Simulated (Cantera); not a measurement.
Charge: 1 mol Si, 1.4 mol Cl2, 3.8 mol H2, held at 19.0 bar.

These are equilibrium values from Cantera (NASA tables, ideal gas, pure condensed phases), not measurements of a reactor. Candidate condensed phases: Si; 19 gas species. The tables' values for SiCl3 are old estimates; treat these amounts as uncertain. Gases not in the tables: Si2H6 and higher silanes. Kinetics and transport are ignored.

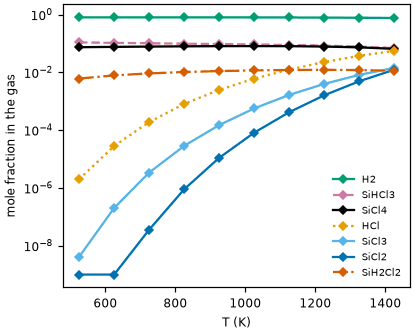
Figure: Equilibrium gas composition (values under 1e-9 drawn at 1e-9)

### Question
Read off the mole fractions at 1425 K.

### Answer
H2 about 0.77, SiHCl3 about 0.070, SiCl4 about 0.066, HCl about 0.056, SiCl3 about 0.014, SiCl2 about 0.012, SiH2Cl2 about 0.011.
